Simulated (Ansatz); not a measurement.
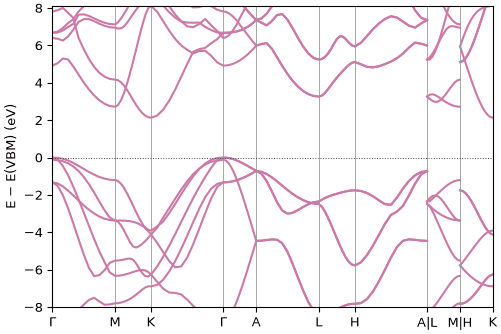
*Band structure from the program Ansatz at the LDA level (PAW)*

Task: Read off the gap and where the band edges lie.

Result: About 2.1 eV (2.13 eV by a search for the band edges); maximum at Γ, minimum at K.

Task: Which of these materials gives this?
(A) MoSe2, P6_3/mmc (Mo on 2c, Se on 4f)
(B) ZnO, wurtzite
(C) MgO, wurtzite
(D) SiC, wurtzite

Result: D, SiC, wurtzite

Space group P6_3mc (wurtzite). The cell was relaxed with LDA under the symmetry of its start.

Potentials: the earlier of the program's two PAW sets. The files were generated under PBE; for other functionals the program regenerates the frozen cores, and for LDA and PBEsol the local potential too.
